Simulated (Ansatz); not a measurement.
Base system: Tl in the hcp (Mg type) structure (space group P6_3/mmc, No. 194; a = 3.458 Å, c = 5.523 Å).

Structures relaxed with PBEsol, PAW, 420 eV (Ansatz, a program for electronic structure; no spin-orbit coupling).

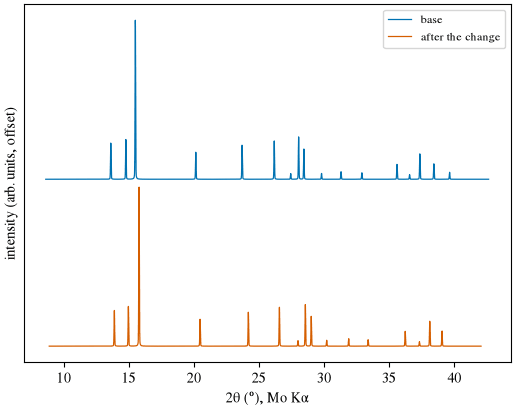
Figure: Simulated powder patterns before (top) and after one change

Problem. Which change produced these results?
(A) pressure 2.1 GPa
(B) pressure −1 GPa
(C) pressure 22.5 GPa
(D) pressure 4.5 GPa

Solution. A, pressure 2.1 GPa. Its volume per atom is 27.15 Å³ against 28.60 Å³, and its space group is P6_3/mmc (No. 194).

Load acts through the strain it causes; cell and atoms are relaxed under it. No phonon test of stability was made. Competing high-pressure phases were not computed.
